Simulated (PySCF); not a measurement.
SMILES [Si](O)([OH+][Si](O)(O)O)(O)O (H₇O₇Si₂ (cation, charge +1)) at its GFN2-xTB optimised geometry (Å):

```
16

O     -0.9028     1.1842     0.0000
Si    -0.3311    -0.3089     0.0000
O      1.2601    -0.3089     0.0000
O     -1.0017    -1.4344    -0.9137
O     -0.8131    -1.0092     1.5121
Si    -0.5328    -0.3412     3.0881
O     -1.3729     1.0087     3.1525
O     -1.1694    -1.5660     3.8919
O      1.0356    -0.0427     3.1713
H     -1.8118     1.4344    -0.1549
H      1.8118     0.4512     0.1742
H     -0.7930    -1.5930    -1.8304
H     -1.2836    -1.8496     1.4729
H     -1.0125     1.8883     3.0584
H     -1.4500    -1.5372     4.8027
H      1.7216    -0.6942     3.3052
```

Level of theory: CAM-B3LYP/def2-TZVP (PySCF). Cells within 0.4 Å of a nucleus heavier than hydrogen are left out (blank, or x).

Map of the Laplacian of the electron density (e/bohr⁵), clipped to [-1.50, 1.50] on the plane z = 1.5 Å:

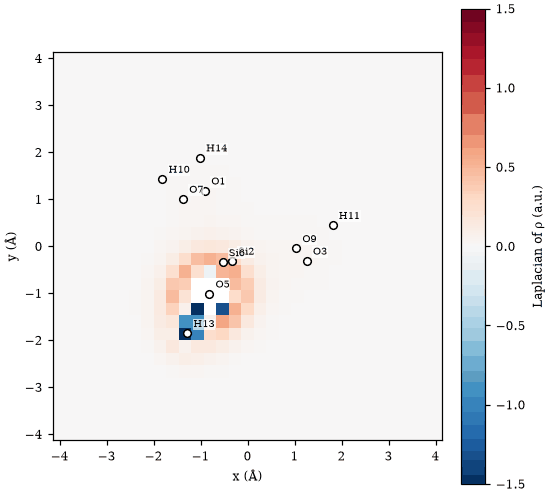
Figure. Laplacian of the electron density (e/bohr⁵), clipped to [-1.50, 1.50] on the plane z = 1.5 Å.
